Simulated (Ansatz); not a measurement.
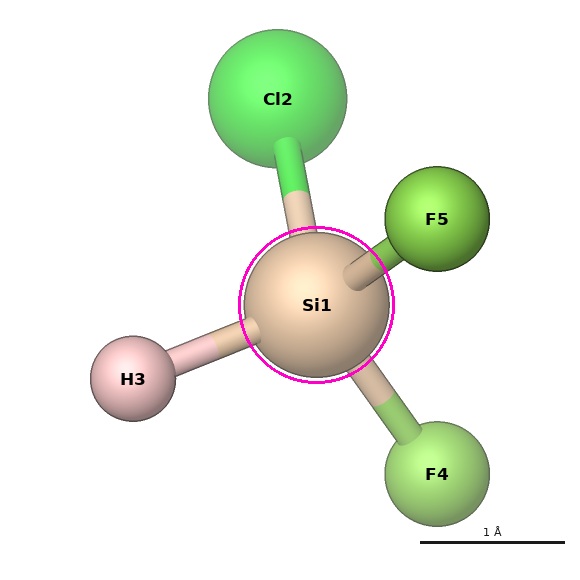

Orthographic view. Atoms fade into the background with distance from the viewer. The computed structure is the end point of a PBE0-D4/def2-TZVP optimisation.

> Which atoms are bonded to the circled atom?

The circled atom is Si1; it is bonded to Cl2, H3, F4, F5.

> Which atom is farthest from the viewer?

Cl2, 1.3 Å behind the mean position.

> Which atom is nearest the viewer?

F5, 1.3 Å in front of the mean position.
